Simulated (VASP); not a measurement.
Band structure of PtSe$_{2}$ (relaxed from the fluorite structure, space group Fm-3m). Method: r2SCAN meta-GGA, VASP's PBE PAW potentials (set 64) (plane waves; VASP).

Unless said otherwise, spin-orbit coupling is left out, though it shifts the bands of the heavy elements here.

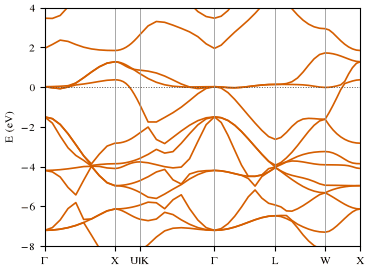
Bands along high-symmetry lines, zero at the valence-band maximum or, without a gap, the Fermi level

Task: Read the plot: is there a gap, and where are the band edges?

Result: It has no gap at this level: it comes out as a metal or semimetal.

The structure was generated: PtSe2 was put into the fluorite type (Fm-3m), which need not be its known phase. It was relaxed first, which changed the volume by +12 %.
